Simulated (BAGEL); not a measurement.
# C2H7BO (SMILES CBOC) at HF/cc-pVDZ (density fitting with qzvpp-jkfit)

What is the vertical singlet–triplet gap of C2H7BO at HF/cc-pVDZ (density fitting with qzvpp-jkfit)? 

The calculation is run with BAGEL 1.2.2.

4 further runs of the same task are left out: 4 that didn't finish. Runs told in other sessions of the task aren't counted.

## 1. The molecule

C2H7BO has 11 atoms, charge 0, and is taken as a singlet. SMILES: `CBOC`. Geometry: relaxed at PBE0-D4/def2-TZVP. This is one conformer, not always the lowest.

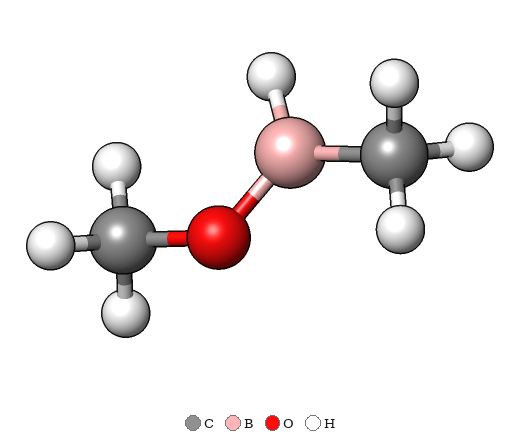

Viewed from a chosen angle; carbon grey, boron pink, oxygen red, hydrogen white.

## 2. The energy at HF/cc-pVDZ (density fitting with qzvpp-jkfit)

hf.json

```json
{ "bagel" : [

{
  "title" : "molecule",
  "basis" : "cc-pvdz.json",
  "df_basis" : "qzvpp-jkfit",
  "angstrom" : "true",
  "geometry" : [
    { "atom" : "C", "xyz" : [   -1.306200,    1.341700,   -0.364700 ] },
    { "atom" : "B", "xyz" : [   -0.434700,    0.206700,    0.257100 ] },
    { "atom" : "O", "xyz" : [    0.626600,   -0.267100,   -0.425200 ] },
    { "atom" : "C", "xyz" : [    1.454400,   -1.289700,    0.083900 ] },
    { "atom" : "H", "xyz" : [   -0.966000,    1.657000,   -1.352600 ] },
    { "atom" : "H", "xyz" : [   -2.351400,    1.021300,   -0.437600 ] },
    { "atom" : "H", "xyz" : [   -1.315700,    2.214600,    0.297900 ] },
    { "atom" : "H", "xyz" : [   -0.678700,   -0.268200,    1.340800 ] },
    { "atom" : "H", "xyz" : [    1.446400,   -2.133000,   -0.610100 ] },
    { "atom" : "H", "xyz" : [    1.113800,   -1.626100,    1.067400 ] },
    { "atom" : "H", "xyz" : [    2.476800,   -0.914200,    0.163700 ] }
  ]
},
{
  "title" : "hf"
},
{
  "title" : "print",
  "file" : "orbitals.molden",
  "orbitals" : "true"
}

]}
```

The basis set cc-pVDZ is read from a file made from the Basis Set Exchange's data (not shown).

Run with:

```
$ BAGEL_NUM_THREADS=1 BAGEL hf.json > hf.out
```

Output:

```text
* using 1 threads per process

  ===============================================================
  ===============================================================

  *** Geometry ***

  { "atom" : "C", "xyz" : [     -2.468360,      2.535446,     -0.689183 ] },
  { "atom" : "B", "xyz" : [     -0.821464,      0.390606,      0.485849 ] },
  { "atom" : "O", "xyz" : [      1.184102,     -0.504746,     -0.803512 ] },
  { "atom" : "C", "xyz" : [      2.748418,     -2.437180,      0.158548 ] },
  { "atom" : "H", "xyz" : [     -1.825475,      3.131276,     -2.556044 ] },
  { "atom" : "H", "xyz" : [     -4.443502,      1.929977,     -0.826944 ] },
  { "atom" : "H", "xyz" : [     -2.486313,      4.184987,      0.562949 ] },
  { "atom" : "H", "xyz" : [     -1.282557,     -0.506825,      2.533745 ] },
  { "atom" : "H", "xyz" : [      2.733300,     -4.030786,     -1.152922 ] },
  { "atom" : "H", "xyz" : [      2.104777,     -3.072884,      2.017094 ] },
  { "atom" : "H", "xyz" : [      4.680474,     -1.727588,      0.309348 ] },

  Number of auxiliary basis functions:      428

  Since a DF basis is specified, we compute 2- and 3-index integrals:
    o Being stored without compression. Storage requirement is 0.028 GB

  Number of basis functions:       91
  Number of electrons      :       32

    * METHOD: MOLECULE                             0.13

  *** RHF ***

  === Nuclear Repulsion ===
   114.5372920397

      * DIIS with orbital gradients will be used.

  === RHF iteration (cc-pvdz.json) ===
      0       -179.20391275          0.01556269           0.03
      1       -179.35952642          0.00889979           0.03
      2       -179.40786781          0.00180955           0.03
      3       -179.41051604          0.00067392           0.03
      4       -179.41080502          0.00008683           0.03
      5       -179.41081178          0.00001826           0.03
      6       -179.41081212          0.00000679           0.03
      7       -179.41081216          0.00000163           0.03
      8       -179.41081216          0.00000065           0.03
      9       -179.41081216          0.00000019           0.03
     10       -179.41081216          0.00000005           0.03
     11       -179.41081216          0.00000002           0.03
     12       -179.41081216          0.00000000           0.03
    * SCF iteration converged.

    * Permanent dipole moment:
           (   -0.217937,     0.334832,    -0.241501) a.u.

    * METHOD: HF                                   0.46

    * METHOD: PRINT                                0.01

  ===============================================================
```

Wall time 0.8 s (1 thread of AMD EPYC 9R45 (Zen 5), shared host); peak memory 0.11 GiB.

## 3. The triplet at the same level

calc.json

```json
{ "bagel": [

{
  "title": "molecule",
  "basis": "cc-pvdz.json",
  "df_basis": "qzvpp-jkfit",
  "angstrom": true,
  "geometry": [
    { "atom": "C", "xyz": [      -1.306200,       1.341700,      -0.364700 ] },
    { "atom": "B", "xyz": [      -0.434700,       0.206700,       0.257100 ] },
    { "atom": "O", "xyz": [       0.626600,      -0.267100,      -0.425200 ] },
    { "atom": "C", "xyz": [       1.454400,      -1.289700,       0.083900 ] },
    { "atom": "H", "xyz": [      -0.966000,       1.657000,      -1.352600 ] },
    { "atom": "H", "xyz": [      -2.351400,       1.021300,      -0.437600 ] },
    { "atom": "H", "xyz": [      -1.315700,       2.214600,       0.297900 ] },
    { "atom": "H", "xyz": [      -0.678700,      -0.268200,       1.340800 ] },
    { "atom": "H", "xyz": [       1.446400,      -2.133000,      -0.610100 ] },
    { "atom": "H", "xyz": [       1.113800,      -1.626100,       1.067400 ] },
    { "atom": "H", "xyz": [       2.476800,      -0.914200,       0.163700 ] }
  ]
},

{ "title": "uhf", "nopen": 2 },

{ "title": "print", "file": "orbitals.molden", "orbitals": true }

]}
```

The basis set cc-pVDZ is read from a file made from the Basis Set Exchange's data (not shown).

Run with:

```
$ BAGEL_NUM_THREADS=1 BAGEL calc.json > calc.out
```

Output:

```text
* using 1 threads per process

  ===============================================================
  ===============================================================

  *** Geometry ***

  { "atom" : "C", "xyz" : [     -2.468360,      2.535446,     -0.689183 ] },
  { "atom" : "B", "xyz" : [     -0.821464,      0.390606,      0.485849 ] },
  { "atom" : "O", "xyz" : [      1.184102,     -0.504746,     -0.803512 ] },
  { "atom" : "C", "xyz" : [      2.748418,     -2.437180,      0.158548 ] },
  { "atom" : "H", "xyz" : [     -1.825475,      3.131276,     -2.556044 ] },
  { "atom" : "H", "xyz" : [     -4.443502,      1.929977,     -0.826944 ] },
  { "atom" : "H", "xyz" : [     -2.486313,      4.184987,      0.562949 ] },
  { "atom" : "H", "xyz" : [     -1.282557,     -0.506825,      2.533745 ] },
  { "atom" : "H", "xyz" : [      2.733300,     -4.030786,     -1.152922 ] },
  { "atom" : "H", "xyz" : [      2.104777,     -3.072884,      2.017094 ] },
  { "atom" : "H", "xyz" : [      4.680474,     -1.727588,      0.309348 ] },

  Number of auxiliary basis functions:      428

  Since a DF basis is specified, we compute 2- and 3-index integrals:
    o Being stored without compression. Storage requirement is 0.028 GB

  Number of basis functions:       91
  Number of electrons      :       32

    * METHOD: MOLECULE                             0.13

  *** Open-shell HF ***

  === Nuclear Repulsion ===
   114.5372920397

      * DIIS with orbital gradients will be used.

  === UHF iteration (cc-pvdz.json) ===
      0       -178.94020298          0.03011055           0.06
      1       -179.09148559          0.01885575           0.06
      2       -179.12707069          0.01114108           0.06
      3       -179.15237525          0.00165081           0.06
      4       -179.15312702          0.00055124           0.06
      5       -179.15326860          0.00022001           0.06
      6       -179.15332446          0.00012163           0.06
      7       -179.15334260          0.00007896           0.06
      8       -179.15334932          0.00005833           0.06
      9       -179.15335406          0.00005205           0.05
     10       -179.15335933          0.00004446           0.05
     11       -179.15336677          0.00003667           0.05
     12       -179.15337741          0.00001992           0.06
     13       -179.15338157          0.00001125           0.06
     14       -179.15338272          0.00000644           0.06
     15       -179.15338297          0.00000465           0.06
     16       -179.15338310          0.00000287           0.06
     17       -179.15338313          0.00000198           0.06
     18       -179.15338314          0.00000111           0.06
     19       -179.15338315          0.00000073           0.06
     20       -179.15338315          0.00000049           0.06
     21       -179.15338315          0.00000038           0.06
     22       -179.15338315          0.00000031           0.06
     23       -179.15338315          0.00000023           0.06
     24       -179.15338315          0.00000014           0.06
     25       -179.15338315          0.00000007           0.06
     26       -179.15338315          0.00000004           0.06
     27       -179.15338315          0.00000003           0.06
     28       -179.15338315          0.00000002           0.06
     29       -179.15338315          0.00000001           0.06
     30       -179.15338315          0.00000001           0.05
    * SCF iteration converged.

    * S^2 (UHF) is 2.0167

    * Permanent dipole moment:
           (    0.065917,     0.164591,    -0.358006) a.u.

    * METHOD: UHF                                  1.88

    * METHOD: PRINT                                0.01

  ===============================================================
```

Wall time 2.2 s (1 thread of AMD EPYC 9R45 (Zen 5), shared host); peak memory 0.11 GiB.

## 4. Summary of results

Level: HF/cc-pVDZ (density fitting with qzvpp-jkfit).

| quantity | value |
| --- | --- |
| singlet: total energy | -179.41081 Eh |
| singlet: dipole moment | 1.19 D |
| singlet: HOMO energy | -11.91 eV |
| singlet: LUMO energy | 4.23 eV |
| singlet: HOMO–LUMO gap | 16.13 eV |
| triplet: total energy | -179.15338 Eh |
| triplet: dipole moment | 1.02 D |
| triplet: ⟨S²⟩ | 2.017 |
| vertical energy of the triplet above the singlet | 7.005 eV |

At this shape the triplet lies 7.01 eV (162 kcal/mol) above the singlet.
